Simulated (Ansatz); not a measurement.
System: Cd2SnS4.

Input file:

```
crystal:
  lattice:
    - [6.9513383168, 0.0, 0.0]
    - [0.0, 6.9513383168, 0.0]
    - [0.0, 0.0, 3.0395857059]
  atoms:
    - { symbol: Cd, position: [0.5, 0.0, 0.5] }
    - { symbol: Cd, position: [0.0, 0.5, 0.5] }
    - { symbol: Sn, position: [0.0, 0.0, 0.0] }
    - { symbol: S, position: [0.2572135533, 0.7427864467, 0.0] }
    - { symbol: S, position: [0.2572135533, 0.2572135533, 0.0] }
    - { symbol: S, position: [0.7427864467, 0.7427864467, 0.0] }
    - { symbol: S, position: [0.7427864467, 0.2572135533, 0.0] }
kpoints:
  mp_grid: { grid: [4, 4, 8] }
hamiltonian:
  xc: r2scan
  dispersion: rvv10
scf:
  occupations: { method: fermi_dirac, width: 0.03 }
relax:
  f_tol: 0.01
  cell: {}
  max_steps: 120
output:
  write_density: true
  write_potential: true
  elf: true
  volumetric_format: npy
```

Command:

```sh
ansatz run input.yaml --threads 4 --pin off --max-ram 4608MiB --backend cpu --events-out ev --progress --plain --runs-dir out
```

Below, planes, directions and counts refer to the conventional cell (a = 6.73 Å, b = 6.73 Å, c = 3.48 Å, α = 90.00°, β = 90.00°, γ = 90.00°).

The fields are those of the run's last geometry, not of the input's.

Space group P4/mmm; a structure from a database of computed crystals, not necessarily the ambient phase; started from the K2PdCl4-123 prototype, which need not be the ambient phase.

Method: DFT, r2SCAN+rVV10, plane waves, PAW in Ansatz 0.2.0.

**What can the converged valence pseudo-density and electron localisation function tell about the bonding?**

Sn–S (2.42 Å): ρ is about 0.57 e/Å³ halfway; the ELF peaks at about 0.85 in the valence shell of S, 0.8 Å from its nucleus, and is about 0.55 at the midpoint.
Cd–S (2.95 Å): ρ is about 0.19 e/Å³ halfway; the ELF peaks at about 0.90 in the valence shell of S, 0.8 Å from its nucleus, and drops to about 0.10 between the two atoms.

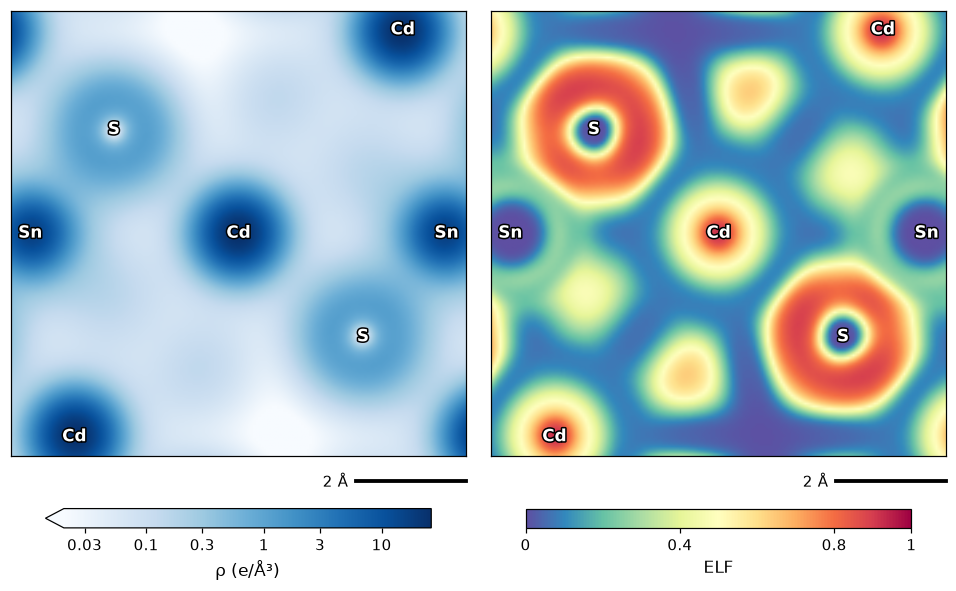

Computed valence pseudo-density and electron localisation function on the (111) plane of the conventional cell, in this order. 

The density is the valence pseudo-density of a PAW calculation; it isn't the true density close to the nuclei.
